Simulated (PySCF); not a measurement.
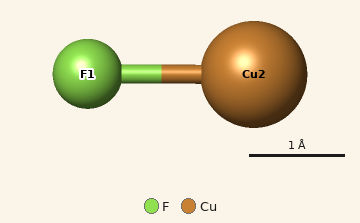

Fig. 1: The structure (ball-and-stick view, seen at a tilt; atoms are numbered from 1 in the order of the input). Sticks mark near contacts.

## What a change does: excited-state calculation on CuF

System: CuF (Copper monofluoride), SMILES [F][Cu].
Method of run 1: TDDFT PBE0/aug-cc-pVDZ, vertical, gas phase, core orbitals frozen in the response (PySCF 2.14.0).

The geometry comes from this level: PBE0-D3(BJ)/def2-SVP. Text and figures count atoms from 1; the logs count them from 0 in places.

Input file, run 1:
```
{"job": {"kind": "uv", "xc": "PBE0", "basis": "aug-cc-pVDZ"}, "charge": 0, "multiplicity": 1}
F      0.899265    -0.067458    -0.000933
Cu    -0.849545    -0.020252    -0.021297
```

The first line tells a small driver script what to run in PySCF; the rest is the geometry in Å.

Launched with:
```bash
OMP_NUM_THREADS=1 python <driver script> task.json out
```

Hardware: 1 CPU thread, shared host.

Output (run 1):
```
coarse grid: 12744 points
cycle   1  E = -1738.8665922660  dE =  7.651e-01  |g| = 3.440e+00  |ddm| = 2.439e+00
cycle   2  E = -1732.6928327394  dE =  6.174e+00  |g| = 7.466e+00  |ddm| = 6.176e+00
cycle   3  E = -1739.6047469705  dE = -6.912e+00  |g| = 1.993e+00  |ddm| = 5.173e+00
cycle   4  E = -1739.8536737941  dE = -2.489e-01  |g| = 1.146e+00  |ddm| = 2.474e+00
cycle   5  E = -1740.0743399032  dE = -2.207e-01  |g| = 1.359e-01  |ddm| = 9.786e-01
cycle   6  E = -1740.0765386814  dE = -2.199e-03  |g| = 1.911e-02  |ddm| = 1.172e-01
cycle   7  E = -1740.0766002266  dE = -6.155e-05  |g| = 3.131e-03  |ddm| = 2.615e-02
cycle   8  E = -1740.0766075568  dE = -7.330e-06  |g| = 3.559e-03  |ddm| = 1.296e-02
cycle   9  E = -1740.0766095814  dE = -2.025e-06  |g| = 1.580e-03  |ddm| = 6.979e-03
final grid: 24648 points
cycle  10  E = -1740.0765153502  dE =  1.442e-06  |g| = 4.471e-03  |ddm| = 3.016e-03
cycle  11  E = -1740.0765027719  dE =  1.258e-05  |g| = 1.312e-02  |ddm| = 9.506e-03
cycle  12  E = -1740.0765170631  dE = -1.429e-05  |g| = 2.115e-04  |ddm| = 6.926e-03
cycle  13  E = -1740.0765170698  dE = -6.672e-09  |g| = 9.797e-05  |ddm| = 2.175e-04
cycle  14  E = -1740.0765170715  dE = -1.753e-09  |g| = 8.466e-06  |ddm| = 1.945e-04
cycle  15  E = -1740.0765170716  dE = -6.594e-11  |g| = 1.124e-06  |ddm| = 5.379e-05
converged SCF energy = -1740.0765170716

Static polarisability (au): isotropic 21.919, principal 21.299 21.299 23.159

Singlet excitations
state   eV       nm        f      main configurations
  1   2.5064    494.7   0.00644   H-1->L 0.95
  2   2.5064    494.7   0.00644   H-2->L 0.95
  3   2.5189    492.2   0.00430   H->L 0.97
  4   2.9733    417.0   0.00000   H-3->L 0.98
  5   2.9733    417.0   0.00000   H-4->L 0.98
  6   5.1822    239.3   0.00231   H-5->L 0.95
  7   5.1823    239.2   0.00231   H-6->L 0.95
  8   6.0010    206.6   0.09135   H->L+1 0.92
  9   6.0010    206.6   0.09135   H->L+2 0.92
 10   6.1952    200.1   0.00000   H-1->L+1 0.45, H-2->L+2 0.45

Triplet excitations (Tamm-Dancoff, eV): 1.6008 2.0191 2.0191 2.5399
```

The input of run 2 differs as follows (lines with − go, lines with + come):
```diff
-"basis": "aug-cc-pVDZ"
+"basis": "aug-cc-pVTZ"
```

Predict how the results change.

The total energy of run 2 is 18.8 kcal/mol lower, which measures the change of basis and not a stability. The lowest excitation goes from 2.51 to 2.55 eV. The number of SCF iterations is the same. The basis functions go from 82 to 139.

Output (run 2):
```
coarse grid: 12744 points
cycle   1  E = -1738.5815220153  dE =  1.067e+00  |g| = 4.050e+00  |ddm| = 2.497e+00
cycle   2  E = -1731.0829266595  dE =  7.499e+00  |g| = 9.305e+00  |ddm| = 5.862e+00
cycle   3  E = -1739.4545326858  dE = -8.372e+00  |g| = 2.636e+00  |ddm| = 5.253e+00
cycle   4  E = -1739.4725344904  dE = -1.800e-02  |g| = 1.960e+00  |ddm| = 2.930e+00
cycle   5  E = -1740.0980049981  dE = -6.255e-01  |g| = 2.749e-01  |ddm| = 1.547e+00
cycle   6  E = -1740.1060374213  dE = -8.032e-03  |g| = 5.299e-02  |ddm| = 2.479e-01
cycle   7  E = -1740.1063444938  dE = -3.071e-04  |g| = 3.973e-03  |ddm| = 4.726e-02
cycle   8  E = -1740.1063533876  dE = -8.894e-06  |g| = 4.028e-03  |ddm| = 1.348e-02
cycle   9  E = -1740.1063552754  dE = -1.888e-06  |g| = 2.479e-03  |ddm| = 5.334e-03
final grid: 24648 points
cycle  10  E = -1740.1064028826  dE =  2.908e-06  |g| = 6.976e-03  |ddm| = 3.226e-03
cycle  11  E = -1740.1063764248  dE =  2.646e-05  |g| = 2.061e-02  |ddm| = 1.111e-02
cycle  12  E = -1740.1064064391  dE = -3.001e-05  |g| = 2.827e-04  |ddm| = 7.833e-03
cycle  13  E = -1740.1064064476  dE = -8.519e-09  |g| = 1.608e-04  |ddm| = 2.386e-04
cycle  14  E = -1740.1064064529  dE = -5.269e-09  |g| = 2.027e-05  |ddm| = 3.457e-04
cycle  15  E = -1740.1064064530  dE = -1.210e-10  |g| = 3.541e-06  |ddm| = 6.877e-05
converged SCF energy = -1740.1064064530

Static polarisability (au): isotropic 22.189, principal 21.572 21.572 23.423

Singlet excitations
state   eV       nm        f      main configurations
  1   2.5511    486.0   0.00447   H->L 0.97
  2   2.5640    483.6   0.00655   H-1->L 0.95
  3   2.5640    483.6   0.00655   H-2->L 0.95
  4   3.0514    406.3   0.00000   H-3->L 0.98
  5   3.0514    406.3   0.00000   H-4->L 0.98
  6   5.2070    238.1   0.00225   H-5->L 0.95
  7   5.2070    238.1   0.00225   H-6->L 0.95
  8   6.0199    206.0   0.09181   H->L+2 0.83, H->L+1 0.09
  9   6.0200    206.0   0.09182   H->L+1 0.83, H->L+2 0.09
 10   6.2281    199.1   0.00000   H-1->L+1 0.37, H-2->L+2 0.37, H-1->L+2 0.08

Triplet excitations (Tamm-Dancoff, eV): 1.6509 2.0786 2.0786 2.6227
```

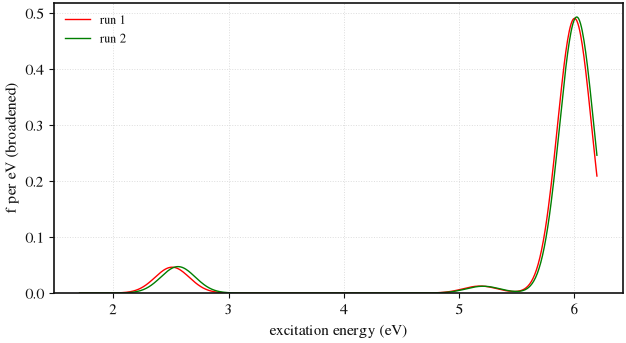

Fig. 2: Absorption of the two runs from their computed states, each broadened by a Gaussian of 0.35 eV full width; the range ends where the shorter list of states ends.

The two runs side by side:

| quantity | run 1 | run 2 |
| --- | --- | --- |
| outcome | converged | converged |
| total energy (hartree) | −1740.076517 | −1740.106406 |
| HOMO (eV) | −7.42 | −7.43 |
| LUMO (eV) | −2.99 | −2.95 |
| dipole moment (D) | 5.19 | 5.18 |
| lowest excitation (eV) | 2.51 | 2.55 |
| SCF iterations | 15 | 15 |
| strongest computed line (eV) | 6.00 | 6.02 |
| basis functions | 82 | 139 |
| wall time (shared host) | 2.5 s | 4.8 s |
